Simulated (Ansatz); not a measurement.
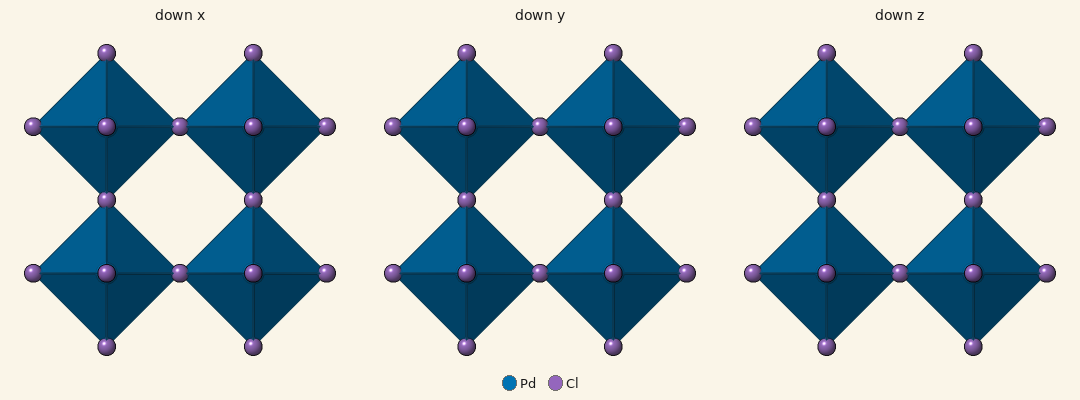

Blocks of 2 × 2 × 2 octahedra, seen down the three pseudocubic axes x, y and z (centre-to-centre directions). The cavity atoms are not drawn.

LiPdCl₃. Coordinates: the input geometry of an electronic-structure calculation (not necessarily at equilibrium); the starting structure was generated, so it need not be a known form of this composition.

### Which atoms centre the octahedra, which link them, and which fill the cavities?

Pd at the centres, Cl at the shared corners, Li in the cavities: a perovskite-type framework of corner-sharing octahedra.

### Are the octahedra tilted?

The octahedra are not tilted (under 0.5° about every axis): a⁰a⁰a⁰.

### What are the Pd–Cl–Pd angles?

Along x: 180.0°; along y: 180.0°; along z: 180.0°.
